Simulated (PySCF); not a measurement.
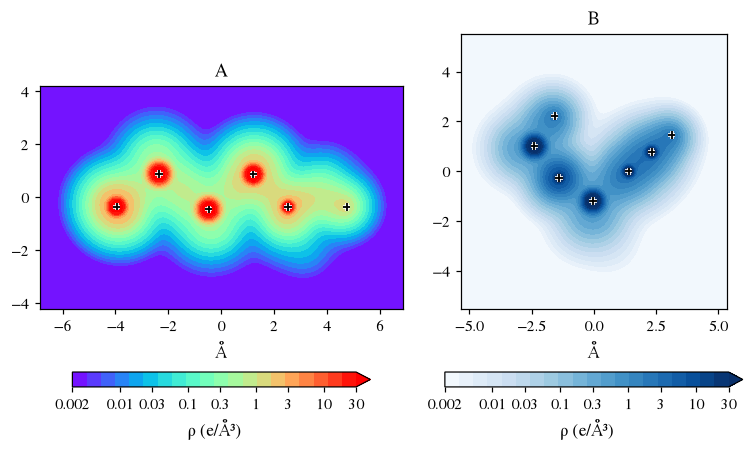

The electron density of 2 systems, each on a plane through atoms (crosses mark nuclei in the plane).

Computed with wB97X-D/def2-SVPD, SCF density, gas phase in PySCF.

System 1: C₃H₉ClSSi₂ (SMILES Cl[SiH2][SiH2]SC1CC1), the plane of atoms Si3, S4 and C5. Geometry: GFN2-xTB.

```xyz
16

Cl    4.6497    0.5594   -1.4151
Si    3.4476    0.2642    0.1876
Si    1.2812    0.4545   -0.5754
S     0.0126    0.1538    1.1310
C    -1.5849    0.3388    0.3249
C    -2.1545   -0.8052   -0.4521
C    -2.7487   -0.4243    0.8690
H     3.7963   -1.0524    0.7241
H     3.8410    1.2574    1.1878
H     0.8563   -0.5317   -1.5747
H     0.8975    1.7586   -1.1297
H    -1.7403    1.3474   -0.0323
H    -2.7032   -0.5822   -1.3550
H    -1.5789   -1.7170   -0.5006
H    -2.5673   -1.0751    1.7103
H    -3.7121    0.0626    0.8889
```

System 2: C₂H₁₀OSi₄ (SMILES C#C[Si]([SiH3])([SiH3])O[SiH3]), the plane of atoms C2, Si3 and O6. Geometry: GFN2-xTB.

```xyz
17

C    -2.3117   -1.2175   -1.6402
C    -1.5323   -0.6235   -0.9416
Si   -0.3086    0.2854    0.1371
Si   -0.0032    2.4053   -0.7615
Si   -0.8992   -0.0893    2.3516
O     1.1282   -0.4886   -0.0656
Si    2.2580   -1.5225   -0.5675
H    -2.9963   -1.7357   -2.2501
H     0.0730    2.4593   -2.2261
H    -1.1325    3.2566   -0.3658
H     1.2074    3.0757   -0.2696
H    -2.0170    0.7964    2.7007
H     0.1855    0.2172    3.2930
H    -1.3362   -1.4536    2.6702
H     1.6449   -2.4628   -1.5026
H     3.2844   -0.7043   -1.2114
H     2.7485   -2.1862    0.6396
```

Which map belongs to which system?

Panel A is system 1, C₃H₉ClSSi₂: the plane holds Cl, Si, S, C and H. C–S (1.80 Å): ρ is about 1.3 e/Å³ halfway. Panel B is system 2, C₂H₁₀OSi₄: the plane holds C, Si, O and H. C–C (1.20 Å): ρ at the midpoint is about 2.7 e/Å³.
